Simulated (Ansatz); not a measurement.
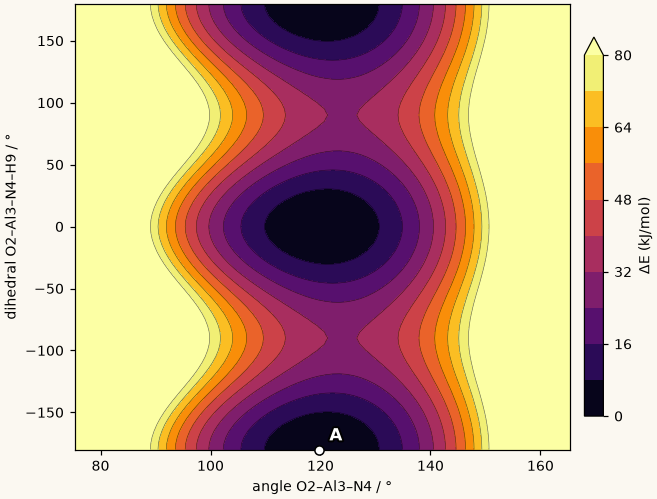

CH₅AlFNO, SMILES C[O][Al]([NH2])[F]. First axis: angle O2–Al3–N4. Second axis: dihedral O2–Al3–N4–H9. Nothing is relaxed (all other coordinates rigid). The scan uses a 13 × 12 grid. Points are written as (first, second). Energies are in kJ/mol, from the relaxed molecule at the same level. Computed with Ansatz 0.2.0, RKS PBE0-D4/def2-TZVP.

The picture shows filled contours, one colour for all values above the top of the scale, the point A. Between grid points the surface is interpolated.

Find the lowest pass out of the well at A.

The easiest path leads from the well at (120.3°, −180°) to a well of about the same depth at (120.3°, 0°). Its highest point lies about 31 kJ/mol above the bottom of the first well on the interpolated surface, at about (124°, −90°). The start is the relaxed structure and all else is held, so a fully relaxed path at this level can only be lower.

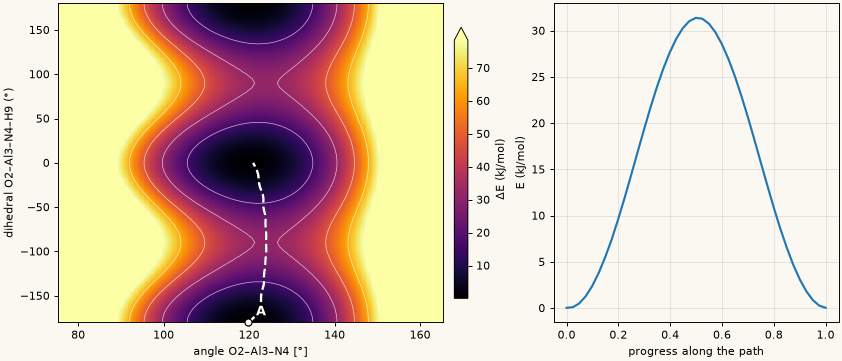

In the figure: a smooth colour map with a few white contour lines, a line along the lowest path, one colour for all values above the top of the scale, the energy along the path at the right. Between grid points the surface is interpolated.
